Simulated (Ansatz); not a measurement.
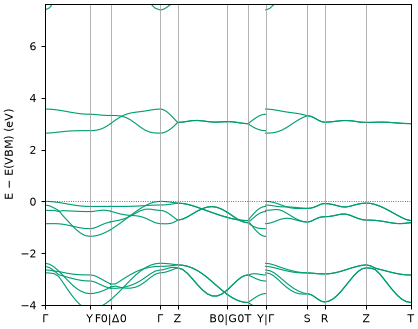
*Band structure from r²SCAN in the plane-wave PAW code Ansatz*

Read off the gap and where the band edges lie.

About 2.6 eV (2.64 eV by a search for the band edges); maximum at Γ, minimum at Γ.

Which compound is it?
A. Rb2P2Pd, Cmcm (Rb on 4c, Rb on 4c, P on 8g, Pd on 4a)
B. Cl, molecular I2 type
C. Ba4P2O, Cmce (Ba on 8f, Ba on 8e, P on 8f, O on 4a)
D. Cs2VHO4, Cmc2_1 (Pearson symbol oS32)

B, Cl, molecular I2 type

Symmetry was held in the r²SCAN relaxation. The substance is a gas or liquid at ambient conditions; this is its low-temperature solid. A crystal of weakly bound units computed without a dispersion correction: the cell and the soft elastic constants depend strongly on that.

Potentials: the later of the program's two PAW sets.
